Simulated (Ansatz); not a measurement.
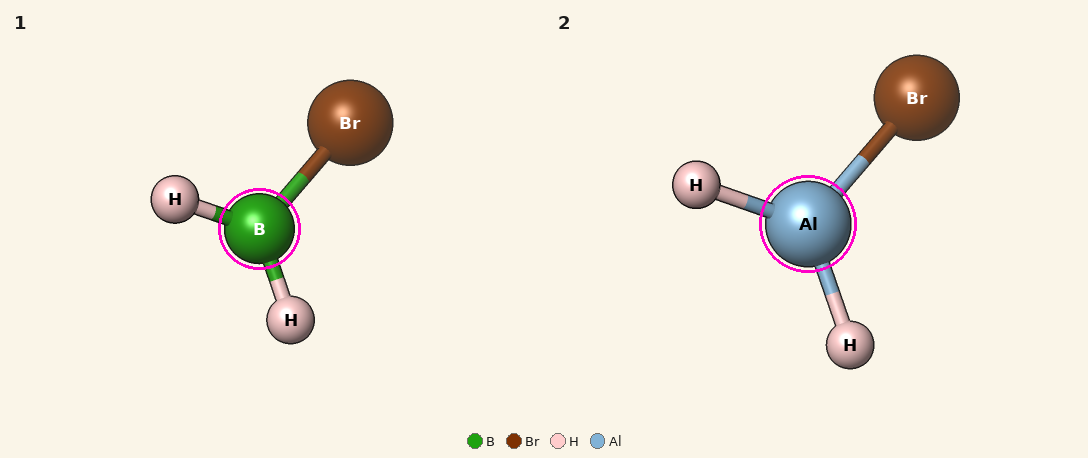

2 molecules with one skeleton, seen from the same side and at one scale; the atom that differs is circled. Charge 0, singlet. Computed geometries: PBE0-D4/def2-TZVP optimisations, one conformation each. Properties computed with Ansatz 0.2.0.

One atom differs, called X below: B in panel 1, Al in panel 2. Their formulas are BBrH2 (`BBr`), AlBrH2 (`[AlH2][Br]`).

In which is the length of X–Br larger (PBE0-D4/def2-TZVP)?

Answer. In panel 2 (X = Al).

In which is the dipole moment larger (PBE-D4/def2-TZVPP)?

Answer. In panel 2 (X = Al).

Give the values. With PBE0-D4/def2-TZVP: length of X–Br (Å), mean length of X–H (Å), angle H–X–H (°), harmonic zero-point energy (kJ/mol). With CAM-B3LYP-D4/def2-TZVPP: HOMO energy (Kohn–Sham orbital) (eV), HOMO–LUMO gap (eV). With PBE-D4/def2-TZVPP: dipole moment (D), vertical ionisation energy (eV).

| quantity | 1 (B) | 2 (Al) | 2 − 1 |
| --- | --- | --- | --- |
| length of X–Br (Å) | 1.891 | 2.257 | +0.366 |
| mean length of X–H (Å) | 1.188 | 1.576 | +0.388 |
| angle H–X–H (°) | 124.3 | 124.9 | +0.6 |
| HOMO energy (Kohn–Sham orbital) (eV) | −9.56 | −9.60 | −0.04 |
| HOMO–LUMO gap (eV) | 8.67 | 8.77 | +0.10 |
| dipole moment (D) | 0.34 | 1.07 | +0.73 |
| vertical ionisation energy (eV) | 10.56 | 10.18 | −0.38 |
| harmonic zero-point energy (kJ/mol) | 54.1 | 37.1 | −17.0 |
